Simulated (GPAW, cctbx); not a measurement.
## Bonding in Mg4SeS3 as X-rays see it

Question: by how much does bonding change the structure factors of Mg4SeS3?

The cell is our own: ordered zincblende alloy in the eight-atom cube, 1 of 4 S sites given to Se. All numbers below are calculated.

## 1. Find the equilibrium geometry

The density hangs on the geometry, so cell and atoms are relaxed first, with the symmetry held. The cutoff is set higher than for the density because stress converges slowly with plane waves.

Settings: GPAW 26.7.0, PBE, 650 eV, 4×4×4 k-points, Fermi–Dirac width 0.02 eV, BFGS to 0.02 eV/Å.

```text
cell
1.0
     5.775000000    0.000000000    0.000000000
     0.000000000    5.775000000    0.000000000
     0.000000000    0.000000000    5.775000000
Se Mg S
1 4 3
Direct
0.000000000 0.000000000 0.000000000
0.250000000 0.250000000 0.250000000
0.250000000 0.750000000 0.750000000
0.750000000 0.250000000 0.750000000
0.750000000 0.750000000 0.250000000
0.000000000 0.500000000 0.500000000
0.500000000 0.000000000 0.500000000
0.500000000 0.500000000 0.000000000
```

```console
$ OMP_NUM_THREADS=1 mpirun -n 4 gpaw python run.py > gpaw.log
```

```text
BFGS:    0      -33.226440        0.664622
BFGS:    1      -33.249715        0.561388
BFGS:    2      -33.310068        0.030719
BFGS:    3      -33.310284        0.021664
BFGS:    4      -33.310306        0.020630
BFGS:    5      -33.310406        0.012273
cell  5.7719 5.7719 5.7719  90.00 90.00 90.00
volume 192.288 A^3, largest force 0.004 eV/A, largest stress 0.08 GPa
```

After 5 steps the volume has changed by -0.2 % and the energy by -0.084 eV; the largest stress left is 0.08 GPa. It took 62 s on 4 cores of AMD EPYC 7B13 (Zen 3) (shared host), peak memory 1.1 GiB.

Relaxed structure: P-43m (no. 215), a = 5.7719 Å, b = 5.7719 Å, c = 5.7719 Å, α = 90.00°, β = 90.00°, γ = 90.00°.

```csv
atom,mult.,x,y,z
Se1,1,0,0,0
S1,3,0,1/2,1/2
Mg1,4,0.2565,0.2565,0.2565
```

## 2. Density and charge transfer

X-rays see the whole electron density, so the PAW density is rebuilt with its core regions. Subtracting spherical free atoms from the same code cancels the cores and leaves the deformation density Δρ, the part due to bonding.

Settings: PBE, 600 eV, 4×4×4 k-points, Fermi–Dirac width 0.02 eV; primitive cell of 8 atoms.

```console
$ OMP_NUM_THREADS=1 mpirun -n 4 gpaw python run.py > gpaw.log
```

```text
|iter:   1|       0s |  -34.747491 | +0.28 |       |
|iter:   2|       1s |  -34.451840 | -1.39 | -1.08 |
|iter:   3|       2s |  -33.274138 | -0.77 | -1.12 |
...
|iter:   8|       8s |  -33.304718c| -5.41 | -3.99 |
|iter:   9|       9s |  -33.304718c| -7.39 | -4.77c|
|iter:  10|      10s |  -33.304718c| -8.06c| -5.25c|
```

```text
grid (70, 70, 70)  electrons 130.000  moved by bonding 2.039 e
deformation density beyond 0.5 A of the nuclei: max 0.123, min -0.060 e/A^3
atom        x       y       z   Voronoi charge  moment
Se1    0.0000  0.0000  0.0000     -0.342       0.00
S 2    0.0000  0.5000  0.5000     -0.380       0.00
S 3    0.5000  0.0000  0.5000     -0.380       0.00
S 4    0.5000  0.5000  0.0000     -0.380       0.00
Mg5    0.2565  0.2565  0.2565      0.371       0.00
Mg6    0.2565  0.7435  0.7435      0.371       0.00
Mg7    0.7435  0.2565  0.7435      0.371       0.00
Mg8    0.7435  0.7435  0.2565      0.371       0.00
mean inner potential of superposed free atoms 10.632 V
total magnetic moment 0.000 muB
```

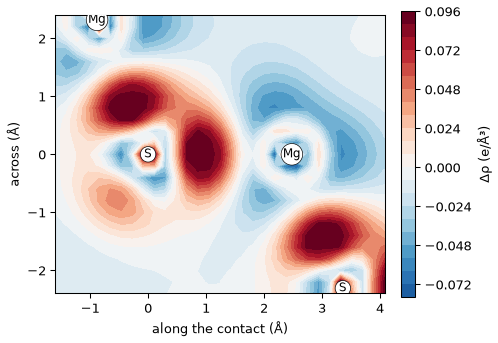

Deformation density in a plane through the shortest contact of the S atom at the origin; red gains electrons, blue loses them.

S gains most (-0.38 e) and Mg loses most (+0.37 e), as electronegativity suggests. Such charges fall far short of formal ones, since overlapping free atoms already put density on their neighbours. Along the shortest contact from the S atom at the map's origin, S–Mg at 2.48 Å, Δρ is +0.08 e/Å³ at the midpoint and highest, +0.12, 0.87 Å from S (points within 0.5 Å of a nucleus left out): the build-up leans to one atom, as in a polar bond or on the flank of an anion. At the midpoints of other shortest contacts it is +0.08 (Se–Mg, 2.56 Å) e/Å³. Point values carry grid noise of about 0.01 e/Å³. The run needed 10 iterations, 19 s.

## 3. From the density to structure factors

The Fourier components of Δρ, added to those of the free atoms, give the static X-ray structure factors; the Mott–Bethe relation turns them into the Fourier components V of the potential that fast electrons feel.

```text
static structure factors of the conventional cell: F in electrons, V (Mott-Bethe) in volts
   h  k  l      d  |F| table  |F| free   |F| DFT   change   |V| free  |V| DFT  change %
   0  1  0  5.7719    15.683    15.668    15.707    0.039     0.293    0.262    -10.5
   0  1  1  4.0813    17.049    17.045    16.995   -0.050     0.411    0.431      4.9
   1  1  1  3.3324    76.902    76.982    77.898    0.915     4.765    4.542     -4.7
   0  2  0  2.8859    27.330    27.385    28.125    0.740     1.345    1.198    -10.9
   0  2  1  2.5813    17.378    17.378    17.320   -0.057     0.410    0.419      2.2
   1  2  1  2.3564    15.851    15.845    15.780   -0.065     0.341    0.350      2.5
   0  2  2  2.0407    87.625    87.592    87.419   -0.173     4.178    4.195      0.4
   1  2  2  1.9240    13.630    13.604    13.594   -0.010     0.216    0.217      0.4
   0  3  0  1.9240    18.813    18.771    18.756   -0.015     0.450    0.452      0.3
   0  3  1  1.8252    14.538    14.501    14.494   -0.008     0.259    0.259      0.2
   1  3  1  1.7403    59.617    59.581    59.153   -0.428     2.543    2.574      1.2
   2  2  2  1.6662    20.932    21.048    20.626   -0.422     0.889    0.919      3.4
   0  3  2  1.6008    10.492    10.457    10.447   -0.010     0.103    0.104      0.6
   1  3  2  1.5426    14.176    14.126    14.144    0.019     0.260    0.259     -0.4
```

The largest X-ray change is +0.92 e on 111, 1.2 % of |F|. For electrons V goes as (Z − F)/g², so a change of F counts against Z − F, which is small at low angle and wherever the atoms' terms cancel: |V| of 020 moves by -10.9 % (1.34 to 1.20 V) against +2.7 % in |F|. The last three rows still change by up to 0.42 e; the table stops while the angles are still low. The tabulated Hartree–Fock atoms differ from the free DFT atoms by up to 0.12 e, so the choice of reference atom matters too.

## 4. Answer

Bonding moves 2.04 e in the primitive cell of Mg4SeS3 and changes the structure factors of the conventional cell in the table above by at most 0.92 e (111, 1.2 %), and among reflections above 2 % of the strongest by up to 2.7 % (020). The shortest bond, S–Mg, has Δρ = +0.08 e/Å³ at its midpoint, on a slope that rises towards one atom. Limits: static density, frozen cores, no spin–orbit coupling.

[Outputs are excerpts: Python notices, other lines and further rows are left out; steps that failed or that the build refused (PBEsol, TPSS) are not shown.]

[Logs are printed without paths, hosts, clocks, repeated set-up lines and the standing remarks that a program may print on its own settings, such as how far it seeks lower states.]
